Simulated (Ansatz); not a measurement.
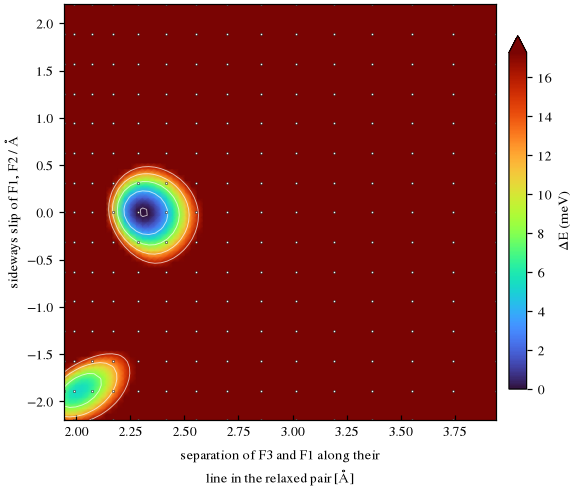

The pair F₂···F₂. 
- Coordinates scanned: (1) separation of F3 and F1 along their line in the relaxed pair; (2) sideways slip of F1, F2.
- Nothing is relaxed (both partners rigid).
- Grid: 15 × 15 points.
- Points are written as (first, second).
- Energies are in meV, from the lowest grid point.
- Method: Ansatz, RKS SPW92 (LDA)/def2-TZVPD.

The picture shows a smooth colour map with a few white contour lines, dots at the grid points, one colour for all values above the top of the scale. Between grid points the surface is interpolated.

### Where is the minimum, and how stiff is the well along each coordinate?

The interpolated minimum is at the first coordinate ≈ 2.311 Å, sideways slip of F1, F2 ≈ 0.001 Å. The curvatures there are about 0.86 eV/Å² and 0.17 eV/Å², with a cross term of about 0.03 eV/Å². Round the minimum the two coordinates are weakly coupled (coupling 0.08 in units of the two stiffnesses).
